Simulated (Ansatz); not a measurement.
MnZn26S27 (charge +1): field-gradient calculation (part 4 of 4)

MnZn26S27 (defect cell, 54 atoms in the cell, total charge +1); DFT, PBE, dispersion d3bjatm, plane waves, PAW, spin-polarised (Ansatz 0.2.0); cutoff 420 eV, 2×2×2 k-mesh, cold smearing of 0.1 eV, collinear spins. The structure derives from an entry of the Crystallography Open Database.

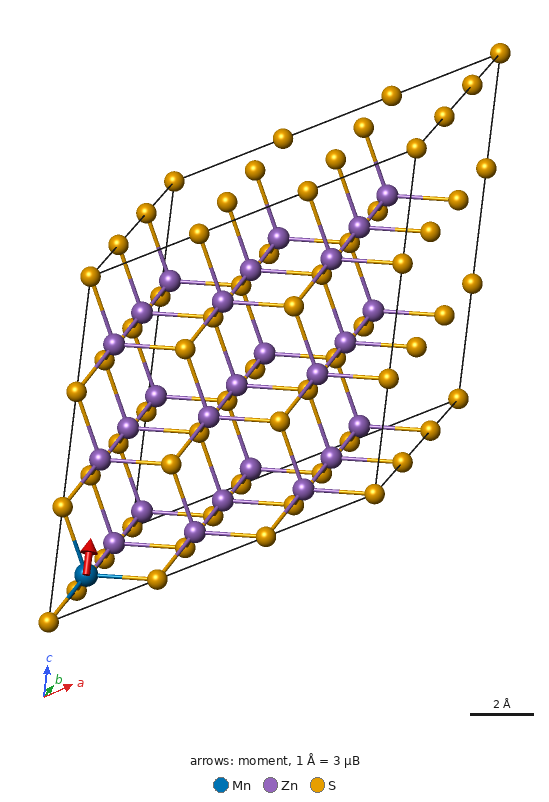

*Magnetic moments of the sites as red arrows (ball-and-stick view of the cell of the calculation, seen slightly off an axis); small moments hardly show. The run is collinear, so the axis drawn is arbitrary.*

Site moments: Mn1 (3.67 μB). They are counted near the atoms and needn't add up to the moment of the cell. Atoms are counted from 1 in the order of the input.

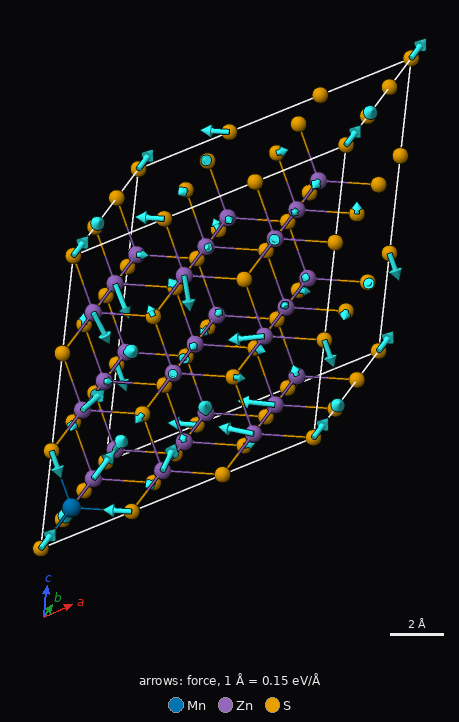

*Forces on the atoms as teal arrows (ball-and-stick view of the cell of the calculation, seen slightly off an axis).*

The largest act on Zn2, Zn3, Zn4, Zn6, Zn7, Zn8 and 6 more (0.22 eV/Å); S28, S29, S31, S37 (0.18 eV/Å); S32, S33, S35, S38, S39, S40 and 6 more (0.08 eV/Å); Zn9, Zn21, Zn25, Zn27 (0.08 eV/Å). Atoms are counted from 1 in the order of the input and aren't labelled in the picture. The geometry is not a stationary point of this energy.

**Summary**

```json
{"quantity": "outcome", "value": "converged"}
{"quantity": "electrons treated", "value": "488"}
{"quantity": "free energy", "value": "−114614.5832 eV"}
{"quantity": "Fermi energy", "value": "5.873 eV"}
{"quantity": "net moment of the cell", "value": "3.99 μB"}
{"quantity": "integrated absolute moment", "value": "4.83 μB"}
{"quantity": "pressure", "value": "−0.89 GPa"}
{"quantity": "field gradient V_zz (10²¹ V/m²)", "value": "Mn 0.0000, Zn 0.94, Zn 0.94, Zn 0.94, Zn −0.19, Zn 0.94, Zn 0.94, Zn 0.94 (the first 8 of 54 sites)"}
{"quantity": "largest force (length of the vector)", "value": "0.224 eV/Å"}
{"quantity": "hardware", "value": "4 threads of Arm Neoverse V1, 24 GiB of memory available, shared host"}
{"quantity": "wall time", "value": "2.4 min (CPU time 9.4 min)"}
{"quantity": "peak memory", "value": "5.9 GiB"}
```

Settings chosen away from the usual ones: scf.occupations.method = "cold", scf.occupations.width = 0.1, hamiltonian.dispersion = "d3bjatm". Warnings of the run: the state was not tested for a lower one. The cell is charged and computed with a neutralising background, so its energy and pressure depend on the cell and aren't those of a real crystal.
